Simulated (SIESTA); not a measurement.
Converging the k-point mesh at a smearing width of 0.3 eV: Na (Im-3m, 1 atom in the cell)

```
CELL_PARAMETERS angstrom
     -2.14065     2.14065     2.14065
      2.14065    -2.14065     2.14065
      2.14065     2.14065    -2.14065
ATOMIC_POSITIONS crystal
  Na 0.00000 0.00000 0.00000
```

Computed with SIESTA with GGA PBE, numerical atomic orbitals TZP, PseudoDojo PBE standard norm-conserving potentials (rewritten from UPF to PSML).

Base settings: XC.functional = GGA; XC.authors = PBE; potentials = PseudoDojo PBE standard; PAO.BasisSize = TZP; PAO.EnergyShift = 0.01 Ry; MeshCutoff = 300 Ry; kgrid.MonkhorstPack = 11 11 11; OccupationFunction = FD; ElectronicTemperature = 100 meV; MaxSCFIterations = 150.

In this ladder: ElectronicTemperature = 300 meV.

Only quantities that move along the ladder and can be compared are tabulated.

The starting cell has typed, rounded lattice constants, without a prior relaxation at this level. Its lattice was rescaled by up to half a per cent. Values carry the incompleteness of an atom-centred basis.

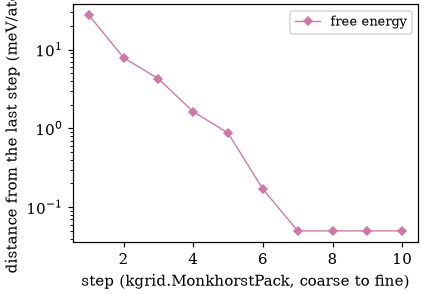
Figure: Distance from the last step along the ladder; very small values are drawn at a floor.

```tsv
kgrid.MonkhorstPack	free energy less the last step's (meV/atom)	pressure (GPa)
4 4 4	27.46	-0.14
5 5 5	-7.89	-0.24
6 6 6	4.25	-0.12
7 7 7	-1.63	-0.16
8 8 8	0.87	-0.15
10 10 10	0.17	-0.17
12 12 12	0.01	-0.17
14 14 14	0.00	-0.17
17 17 17	0.01	-0.17
21 21 21	0.00	-0.17
26 26 26	0.00	-0.17
```

Coarsest kgrid.MonkhorstPack that holds the free energy within 5 meV/atom of the last step, with all finer ones: 6 6 6; the step before is off by 7.9 meV/atom.
